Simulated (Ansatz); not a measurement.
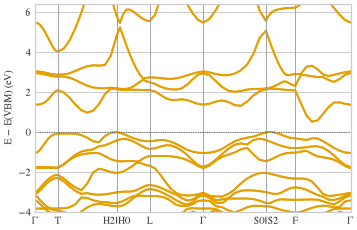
Figure: Band structure from PBEsol with spin–orbit coupling in the plane-wave PAW code Ansatz

The gap is 0.42 eV; an edge lies off the plotted path or next to a special point (maximum off the standard path, minimum off the standard path).

The material is AgRhO2 in space group R-3m (No. 166; Ag on 3a, Rh on 3b, O on 6c).

The workflow started from a Materials Project entry (that database holds measured and hypothetical structures alike); the Crystallography Open Database copy checked does not list it. Whether it is the stable phase at ambient conditions was not checked. The cell was relaxed with PBEsol under the symmetry of its start; whether a distortion lowers the energy is not shown. The run is not spin-polarised.

Potentials: the later of the program's two PAW sets.
